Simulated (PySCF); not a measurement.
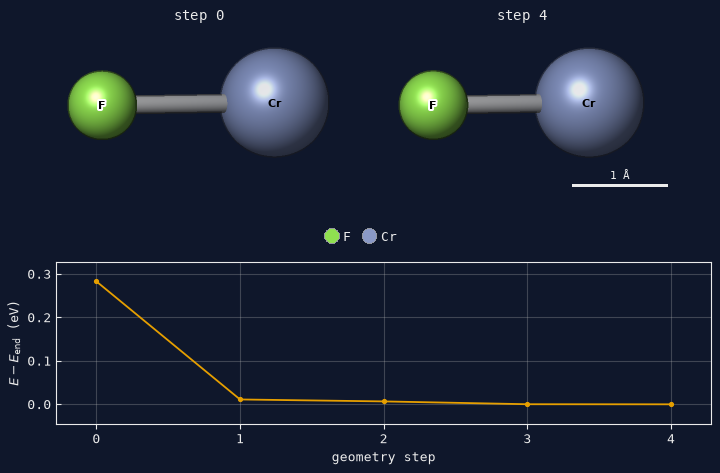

First and last geometry of a relaxation of CrF (multiplicity 6), with the history of the run. The picture is a ball-and-stick view, seen at a tilt.

The start comes from GFN2-xTB. Its atoms were then displaced at random by about 0.03 Å.

All numbers below come from PBE0-D3(BJ)/def2-SVP geometry optimisation, gas phase in PySCF. 

> Read the history and describe the run.

It converged. The largest moves after the best rigid fit, 0.092 Å, are those of F and Cr atoms. Largest moves by element: F 0.092 Å, Cr 0.092 Å. Near-neighbour distances that change, for instance: Cr–F 1.948 → 1.763 Å. Over 4 geometry steps the energy falls by 0.283 eV.
